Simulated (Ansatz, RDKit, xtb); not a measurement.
**C5H4BF3S: ranking a sample of isomers, part 1 of 2**

Which of a sample of isomers of C5H4BF3S is the most stable in the gas at 298.15 K, and what are its properties? The sample is small against all isomers, and the most stable one of this formula need not be in it.

Plan: many cheap relaxations first (GFN2-xTB), then density-functional screening, relaxation at PBE0-D3(BJ)/def2-SVP, vibrations (at GFN2-xTB) and a final energy. The numbers are computed, not measured.

## 1. Candidates

Isomers were taken from a list of plausible structures; this is a sample, not all of them. That gives 6 candidates.

```csv
label,SMILES,spin
c264,FC(F)(F)B1C=CC=C1S,singlet
c266,FC(F)(F)C1=C(S)BC=C1,singlet
c506,FC(F)(F)C1=CBC(S)=C1,singlet
c575,FC(F)(F)C1=CC=CB1S,singlet
c771,FC(F)(F)C1=CC=C(S)B1,singlet
c967,FC(F)(F)C1=CB(S)C=C1,singlet
```

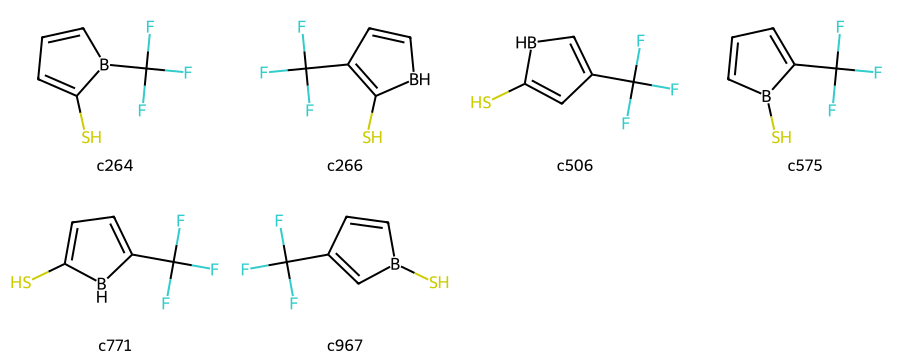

Structural formulas of the candidates.

Candidates are built by distance geometry, with a force field where one applies, in up to four conformers (letters a to d).

## 2. Search with GFN2-xTB

All 7 starts are relaxed the same way. One of them, c506a (taken from a list of positional isomers, embedded by distance geometry and UFF), in full:

Input file start.xyz:

```xyz
14
c506a
C     -2.032870    -0.374611    -1.849774
C     -0.557793    -0.048272    -1.713195
C      0.076140     0.792842    -2.473298
C      1.588482    -0.420294    -1.059897
C      0.350802    -0.809553    -0.838463
B      1.609823     0.708282    -2.140865
F     -2.521361    -0.939906    -0.669087
F     -2.691241     0.823677    -2.072271
F     -2.270116    -1.208869    -2.897277
S      3.035435    -1.104319    -0.200936
H     -0.362954     1.451399    -3.267333
H      2.514421     1.238784    -2.630560
H      3.229663    -2.073252    -1.182955
H      0.067391    -1.619720    -0.183908
```

Launch:

```
xtb start.xyz --gfn 2 --opt
```

Output, cut to the lines that bear on the results:

```text
* xtb version 6.7.1
[...]
          :  # basis functions                  50          :
[...]
          :  # electrons                        54          :
[...]
          :  Hamiltonian                  GFN2-xTB          :
[...]
          :  net charge                          0          :
          :  unpaired electrons                  0          :
[...]
   *** convergence criteria satisfied after 13 iterations ***
[...]
   *** GEOMETRY OPTIMIZATION CONVERGED AFTER 40 ITERATIONS ***
[...]
   *** convergence criteria satisfied after 3 iterations ***
[...]
         ::                     SUMMARY                     ::
         :::::::::::::::::::::::::::::::::::::::::::::::::::::
         :: total energy             -31.358369041378 Eh    ::
         :: gradient norm              0.000904148453 Eh/a0 ::
         :: HOMO-LUMO gap              0.879163393088 eV    ::
         ::.................................................::
         :: SCC energy               -31.610415730296 Eh    ::
         :: -> isotropic ES            0.063695795517 Eh    ::
         :: -> anisotropic ES          0.001162826231 Eh    ::
         :: -> anisotropic XC         -0.013097485839 Eh    ::
         :: -> dispersion             -0.011577374813 Eh    ::
         :: repulsion energy           0.252046688918 Eh    ::
         :: add. restraining           0.000000000000 Eh    ::
         :: total charge              -0.000000000000 e     ::
         :::::::::::::::::::::::::::::::::::::::::::::::::::::
[...]
        27        2.0000           -0.3870056             -10.5310 (HOMO)
        28                         -0.3546970              -9.6518 (LUMO)
[...]
     #   Z          covCN         q      C6AA      α(0)
     1   6          3.332     0.488    17.316     6.599
     2   6          3.046    -0.008    28.178     8.706
     3   6          2.846    -0.122    31.089     9.138
     4   6          2.916    -0.033    28.817     8.803
     5   6          2.987    -0.054    29.329     8.884
     6   5          2.819     0.263    17.386     6.966
     7   9          0.791    -0.207    11.304     3.972
     8   9          0.791    -0.205    11.283     3.968
     9   9          0.791    -0.208    11.313     3.973
    10  16          1.945    -0.143   147.056    20.410
    11   1          0.926     0.058     2.221     2.330
    12   1          0.941    -0.059     4.302     3.243
    13   1          0.923     0.173     1.247     1.746
    14   1          0.926     0.055     2.264     2.353
[...]
molecular dipole:
                 x           y           z       tot (Debye)
 q only:        1.918       0.384      -0.149
   full:        1.623       0.430      -0.204       4.300
molecular quadrupole (traceless):
[...]
          | TOTAL ENERGY              -31.358369041378 Eh   |
          | GRADIENT NORM               0.000904148453 Eh/α |
          | HOMO-LUMO GAP               0.879163393088 eV   |
           -------------------------------------------------
[...]
```

Wall time 0.46 s (2 threads of Arm Neoverse N1, shared host).

## 3. The minima found

7 of the 7 relaxations converged. 7 distinct structures remain:

```csv
label,start,SMILES after,spin,energy (kcal/mol)
c575a,drawn,FC(F)(F)C1=CC=CB1S,singlet,0.0
c967a,drawn,FC(F)(F)C1=CB(S)C=C1,singlet,2.2
c771a,drawn,FC(F)(F)C1=CC=C(S)B1,singlet,16.5
c266a,drawn,FC(F)(F)C1=C(S)BC=C1,singlet,18.9
c506a,drawn,FC(F)(F)C1=CBC(S)=C1,singlet,19.6
c264b,drawn,FC(F)(F)B1C=CC=C1S,singlet,29.2
c264a,drawn,FC(F)(F)B1C=CC=C1S,singlet,30.0
```

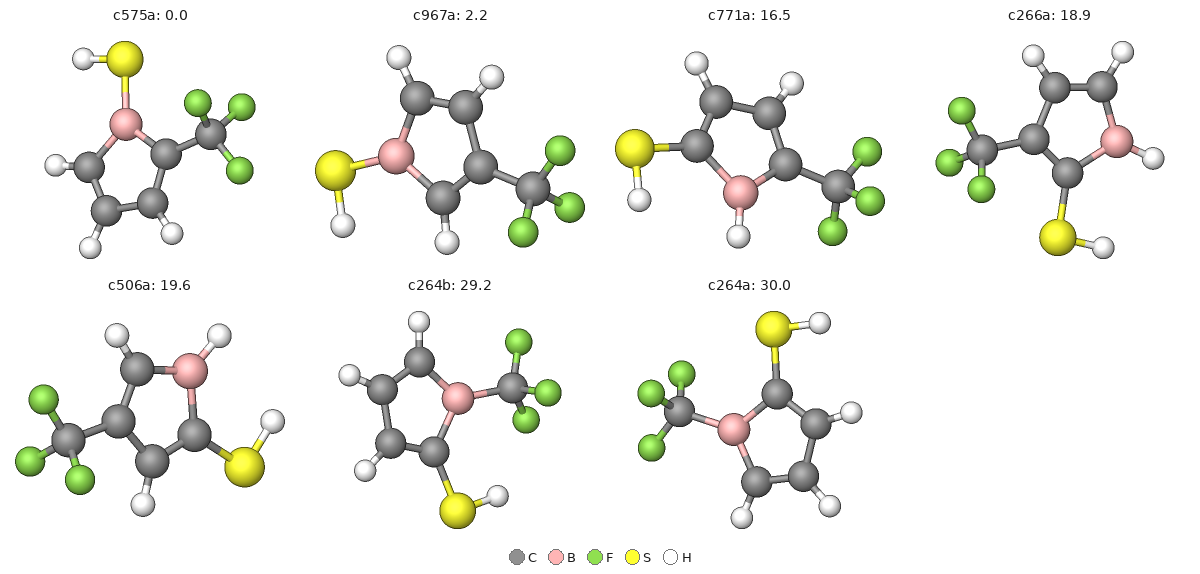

The 7 lowest minima that did not fall apart, with their GFN2-xTB energies in kcal/mol.

## 4. Screening with a density functional

A choice of the minima (the low ones first, few conformers of a pattern, up to a cap) and the lowest that fell apart get a single point at r2SCAN-D4/def2-SVP on the tight-binding geometry, and one at HF/STO-3G for comparison. Some singlets are also tried as triplets at the same geometry (label ending in t). The first, c575a:

Input file input.yaml:

```yaml
crystal:
  periodic: [false, false, false]
  atoms:
    - {symbol: C, position_ang: [-1.843925, -0.392751, -2.226015]}
    - {symbol: C, position_ang: [-0.392629, -0.199739, -1.973679]}
    - {symbol: C, position_ang: [0.422467, 0.501798, -2.778910]}
    - {symbol: C, position_ang: [1.798648, 0.521796, -2.259446]}
    - {symbol: C, position_ang: [1.906629, -0.160021, -1.110694]}
    - {symbol: B, position_ang: [0.482076, -0.727429, -0.768596]}
    - {symbol: F, position_ang: [-2.199257, -1.694411, -2.215721]}
    - {symbol: F, position_ang: [-2.609933, 0.202875, -1.286475]}
    - {symbol: F, position_ang: [-2.256253, 0.097797, -3.408100]}
    - {symbol: S, position_ang: [-0.049658, -1.708107, 0.580445]}
    - {symbol: H, position_ang: [0.140917, 0.997378, -3.693656]}
    - {symbol: H, position_ang: [2.586347, 1.038742, -2.781121]}
    - {symbol: H, position_ang: [2.835822, -0.259948, -0.574503]}
    - {symbol: H, position_ang: [1.125976, -1.804490, 1.201491]}
basis:
  gaussian:
    orbitals: def2-SVP
scf:
  lower_state_search: off
hamiltonian:
  xc: r2scan
  dispersion: d4
output: {orbitals: {seedname: orbitals}}
```

Launch:

```
ansatz run input.yaml --threads 2 --pin off --max-ram 5220MiB --events-out events.jsonl --progress --plain --runs-dir runs
```

Output, cut to the lines that bear on the results:

```text
Warning: RAYON_NUM_THREADS=2 ignored (pool sized by the plan → 2); use --threads N
Functional definition: r2SCAN
  name "r2SCAN"
[...]
1825 factors; their error is unknown
[...]
mean field -24890.88215802 eV, -914.7230476613 hartree, gradient 7.3e-6 eV, S^2 0.000000; 0 other end points of the search recorded, 0 dependent functions left out
reference -24890.88216699 eV, -914.7230479909 hartree; 41, 41 occupied and 123, 123 virtual orbitals, 1825 factors
Total energy: -24890.99715586 eV, -914.7272737539 hartree
Checks for a lower state left out: stability, starts, cluster_reference, orbital_swaps, neighbouring_geometries, increment
```

Run time: 8.4 s. Hardware: 2 threads of Arm Neoverse N1, shared host; peak memory 0.23 GiB.

Relative energies in kcal/mol, each column from its lowest structure that stays in one piece:

```csv
label,SMILES,spin,GFN2-xTB,HF/STO-3G,r2SCAN-D4/def2-SVP
c575a,FC(F)(F)C1=CC=CB1S,singlet,0.0,0.0,0.0
c967a,FC(F)(F)C1=CB(S)C=C1,singlet,2.2,2.0,3.4
c264b,FC(F)(F)B1C=CC=C1S,singlet,29.2,32.6,32.3
c771a,FC(F)(F)C1=CC=C(S)B1,singlet,16.5,30.4,32.9
c264a,FC(F)(F)B1C=CC=C1S,singlet,30.0,32.3,33.5
c266a,FC(F)(F)C1=C(S)BC=C1,singlet,18.9,32.0,35.4
c506a,FC(F)(F)C1=CBC(S)=C1,singlet,19.6,32.2,35.6
c575at,FC(F)(F)C1=CC=CB1S,triplet,–,–,37.7
c967at,FC(F)(F)C1=CB(S)C=C1,triplet,–,–,38.8
c264bt,FC(F)(F)B1C=CC=C1S,triplet,–,–,45.1
```

## 5. Relaxing the best candidates

3 candidates are relaxed at PBE0-D3(BJ)/def2-SVP (chosen among the lowest in one piece). The first, c575a:

input.yaml, as its differences from that of step 4:

```diff
@@ -18,9 +18,5 @@
 basis:
-  gaussian:
-    orbitals: def2-SVP
-scf:
-  lower_state_search: off
-hamiltonian:
-  xc: r2scan
-  dispersion: d4
-output: {orbitals: {seedname: orbitals}}
+  gaussian: {orbitals: def2-SVP}
+hamiltonian: {xc: {name: PBE0}, dispersion: d3bj}
+relax: {f_tol: 0.006}
+scf: {lower_state_search: "off"}
```

Launch:

```
ansatz run input.yaml --threads 2 --pin off --max-ram 5220MiB --events-out events.jsonl --progress --plain --runs-dir runs
```

Output, cut to the lines that bear on the results:

```text
Warning: RAYON_NUM_THREADS=2 ignored (pool sized by the plan → 2); use --threads N
[...]
Functional definition: PBE0
  name "PBE0"
[...]
1820 factors; integrals over basis functions are off by at most 2.5e-4 eV
[...]
mean field -24880.04211247 eV, -914.3246833351 hartree, gradient 5.2e-6 eV, S^2 0.000000; 0 other end points of the search recorded, 0 dependent functions left out
[...]
reference -24880.04213684 eV, -914.3246842306 hartree; 41, 41 occupied and 123, 123 virtual orbitals, 1820 factors
relax step   1: F+E_penalty+E_count = -24880.39837397 eV  Δ(F+E_penalty+E_count) = +0.000e0 eV  max|allowed force component| = 9.076e-1 eV/Å  Δτ_max = 0.0000 Å  (18 SCF iters, accepted)
[...]
relax step   4: F+E_penalty+E_count = -24880.46198217 eV  Δ(F+E_penalty+E_count) = -5.947e-4 eV  max|allowed force component| = 6.841e-2 eV/Å  Δτ_max = 0.0239 Å  (22 SCF iters, accepted)
[...]
Atom 5 at     0.488061    -0.705138    -0.781566 Å, force     0.001351    -0.000725    -0.000885 eV/Å
Atom 6 at    -2.169468    -1.701285    -2.309859 Å, force    -0.000161    -0.000192    -0.000334 eV/Å
Atom 7 at    -2.602631     0.104877    -1.227056 Å, force    -0.000539     0.000067     0.000390 eV/Å
Atom 8 at    -2.278201     0.180593    -3.357841 Å, force    -0.000011     0.000165     0.000030 eV/Å
Atom 9 at    -0.081508    -1.673077     0.588126 Å, force    -0.000355     0.000475     0.000390 eV/Å
Atom 10 at     0.119715     0.980917    -3.720382 Å, force     0.000433    -0.000516     0.000360 eV/Å
Atom 11 at     2.617619     1.026836    -2.798306 Å, force    -0.000651    -0.000301     0.000239 eV/Å
Atom 12 at     2.867873    -0.267289    -0.553977 Å, force     0.000331    -0.001033    -0.000431 eV/Å
Atom 13 at     1.103927    -1.774648     1.229714 Å, force     0.000129    -0.000044     0.000198 eV/Å
Dipole moment:     0.731940     0.104079     0.119386 e Å
Checks for a lower state left out: stability, starts, cluster_reference, orbital_swaps, neighbouring_geometries, increment
```

Wall time 2.2 min (2 threads of Arm Neoverse N1, shared host); peak memory 0.47 GiB.

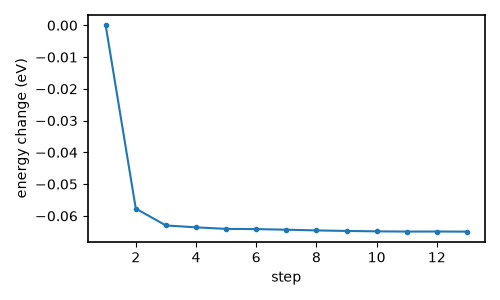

Energy along the run, all evaluated steps.

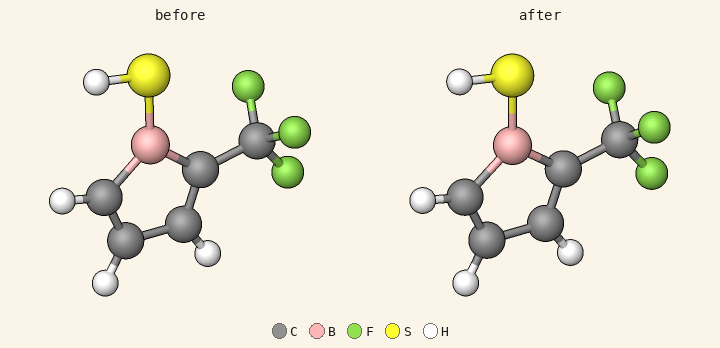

Before and after, at one scale.

After the run. Bond lengths: C1–C2 1.484 Å, C2–C3 1.346 Å, C3–C4 1.493 Å, C4–C5 1.348 Å, C2–B6 1.583 Å, C5–B6 1.575 Å, C1–F7 1.341 Å, C1–F8 1.341 Å, C1–F9 1.338 Å, B6–S10 1.771 Å, C3–H11 1.094 Å, C4–H12 1.094 Å, C5–H13 1.091 Å, S10–H14 1.352 Å. Some angles: C1–C2–C3 124.8°, C1–C2–B6 129.7°, C3–C2–B6 105.6°, C2–C1–F7 111.4°, C2–C1–F8 111.4°, C2–C1–F9 112.6°, F7–C1–F8 106.6°, F7–C1–F9 107.3°, F8–C1–F9 107.3°, C2–C3–C4 111.9°.

(Continued in part 2 of 2.)
